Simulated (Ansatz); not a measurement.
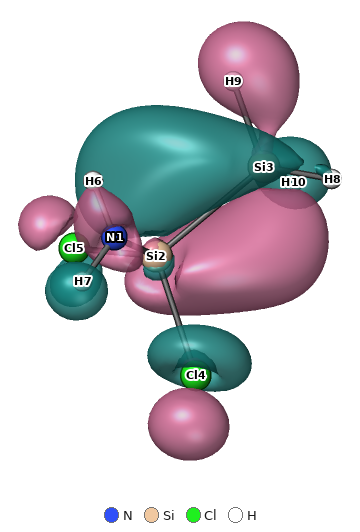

Figure 1: Cl2H5NSi2 (SMILES N[Si]([SiH3])(Cl)Cl). One frontier orbital at ±0.1 Å⁻³ᐟ² (teal and pink are the two phases), seen at an oblique angle.

Geometry: PBE0-D4/def2-TZVP.

Theory: RKS PBE0-D4/def2-TZVPP in Ansatz.

The calculation's input:

```
crystal:
  periodic: [false, false, false]
  atoms:
    - {symbol: N, position_ang: [-1.245469, 1.254507, 0.307806]}
    - {symbol: Si, position_ang: [-0.276170, 0.257267, -0.666867]}
    - {symbol: Si, position_ang: [1.058540, -1.173433, 0.600969]}
    - {symbol: Cl, position_ang: [-1.572904, -0.791956, -1.862841]}
    - {symbol: Cl, position_ang: [0.985046, 1.295503, -1.936888]}
    - {symbol: H, position_ang: [-0.823009, 1.835848, 1.014643]}
    - {symbol: H, position_ang: [-2.080937, 1.673316, -0.070656]}
    - {symbol: H, position_ang: [0.204812, -2.108057, 1.378148]}
    - {symbol: H, position_ang: [1.875965, -0.358002, 1.539850]}
    - {symbol: H, position_ang: [1.957124, -1.936190, -0.301362]}
basis:
  gaussian: {orbitals: def2-TZVPP}
hamiltonian: {xc: pbe0, dispersion: d4}
output: {orbitals: {seedname: orbitals}}
```

Run with:

```sh
ansatz run in.yaml --threads 4 --pin off --events-out ev --progress --plain --max-ram 10444MiB
```

**Which orbital is it: HOMO or LUMO?**

The LUMO, at −0.30 eV. By Hirshfeld shares it lies mainly on Si2 (about 30 %), Si3 (about 30 %), Cl4 (about 10 %) and H9 (about 5 %).
